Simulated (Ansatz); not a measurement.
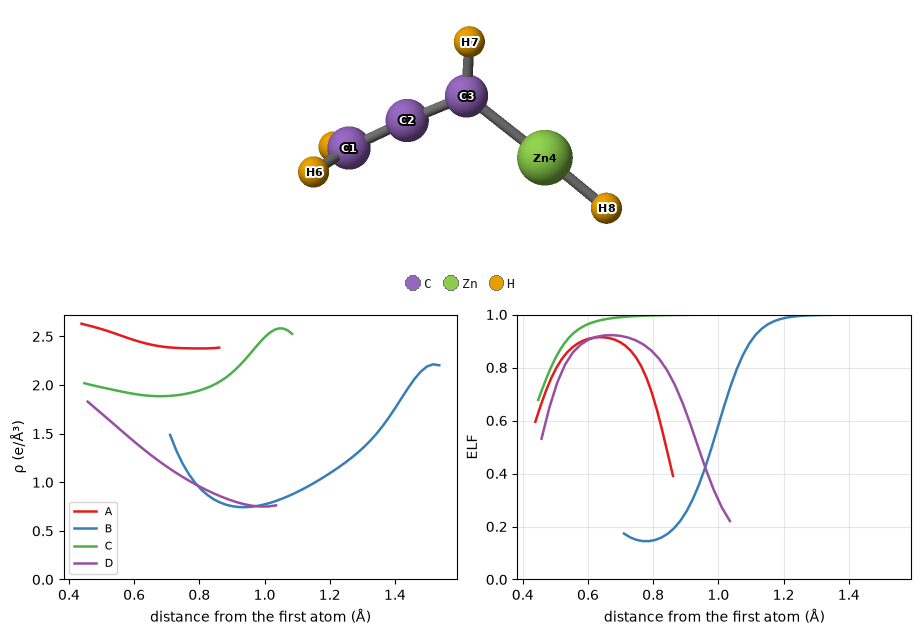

The picture shows: C$_{3}$H$_{4}$Zn (SMILES C=C=[CH][ZnH]). Electron density and electron localisation function along straight lines between neighbouring atoms. The curves leave out the atomic cores. The structure is drawn too.

Geometry: PBE0-D4/def2-TZVP.

The calculation used isolated molecule in a Gaussian basis; Hartree-Fock (Ansatz).

```json
{"atom": "C", "x (Å)": "-0.4845", "y (Å)": "1.6657", "z (Å)": "-0.2840"}
{"atom": "C", "x (Å)": "0.2327", "y (Å)": "0.5899", "z (Å)": "-0.1024"}
{"atom": "C", "x (Å)": "0.8943", "y (Å)": "-0.5128", "z (Å)": "0.0840"}
{"atom": "Zn", "x (Å)": "-0.1124", "y (Å)": "-2.1306", "z (Å)": "0.3666"}
{"atom": "H", "x (Å)": "-0.7880", "y (Å)": "1.9753", "z (Å)": "-1.2780"}
{"atom": "H", "x (Å)": "-0.7798", "y (Å)": "2.2898", "z (Å)": "0.5522"}
{"atom": "H", "x (Å)": "1.9819", "y (Å)": "-0.4743", "z (Å)": "0.0726"}
{"atom": "H", "x (Å)": "-0.9441", "y (Å)": "-3.4028", "z (Å)": "0.5891"}
```

**Which curve belongs to which contact (C–C, C–H, C–Zn and Zn–H)? The first atom named is at distance zero.**

Curve A: C–C (1.30 Å): ρ at the midpoint is about 2.4 e/Å³; the ELF peaks at about 0.90 between the atoms: a short, multiple covalent bond. Curve B: Zn–H (1.54 Å): ρ is about 1.1 e/Å³ halfway; the ELF climbs to about 1 towards the hydrogen. Curve C: C–H (1.08 Å): ρ is about 1.9 e/Å³ halfway; the ELF climbs to about 1 towards the hydrogen: a covalent bond by its length. Curve D: C–Zn (1.93 Å): ρ is about 0.76 e/Å³ halfway; the ELF peaks at about 0.90 in the valence shell of C, 0.7 Å from its nucleus, and is about 0.40 at the midpoint.
